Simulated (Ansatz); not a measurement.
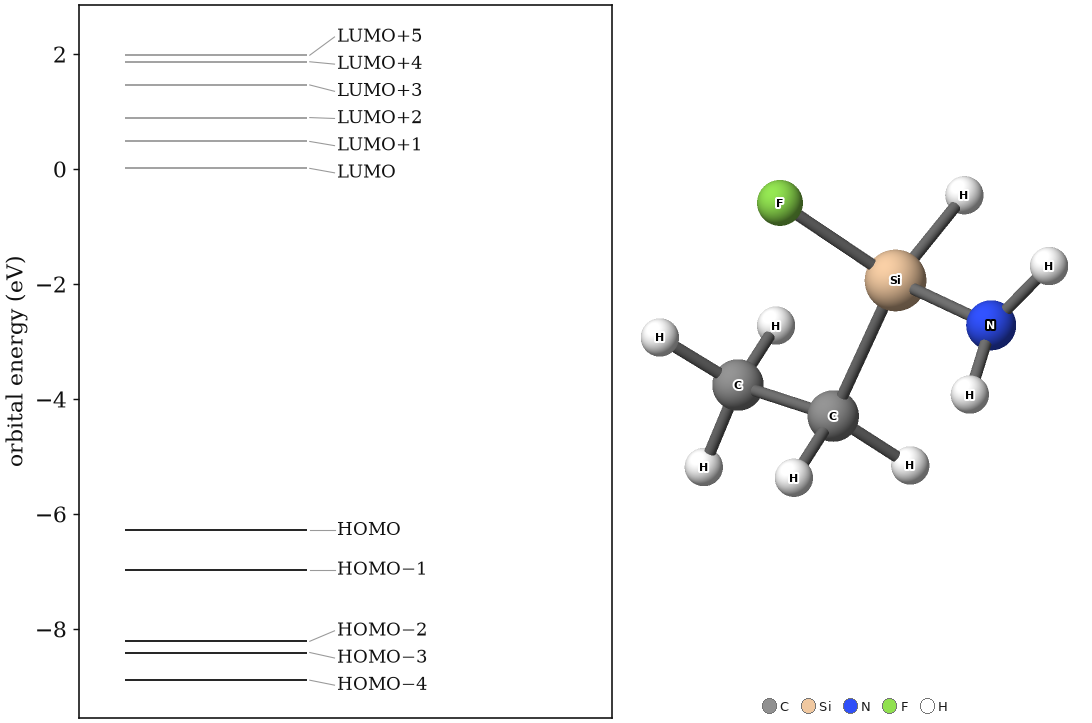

C₂H₈FNSi, SMILES CC[Si@H](N)F. Kohn-Sham orbital energies near the frontier, BLYP/def2-TZVPP in the Ansatz code, at a PBE0-D4/def2-TZVP geometry (a minimum by its frequencies), isolated molecule; empty levels in grey, levels within 0.03 eV side by side.

Where do the frontier orbitals lie?

HOMO at −6.28 eV, LUMO at 0.02 eV, 6.30 eV apart.

How far below the HOMO does the next level lie?

0.69 eV.

List the levels.

| orbital | energy (eV) |
| --- | --- |
| LUMO+5 | 1.98 |
| LUMO+4 | 1.87 |
| LUMO+3 | 1.47 |
| LUMO+2 | 0.90 |
| LUMO+1 | 0.48 |
| LUMO | 0.02 |
| HOMO | −6.28 |
| HOMO−1 | −6.97 |
| HOMO−2 | −8.21 |
| HOMO−3 | −8.41 |
| HOMO−4 | −8.89 |

Caveats: one conformer of a flexible molecule; empty levels above zero depend strongly on the basis.
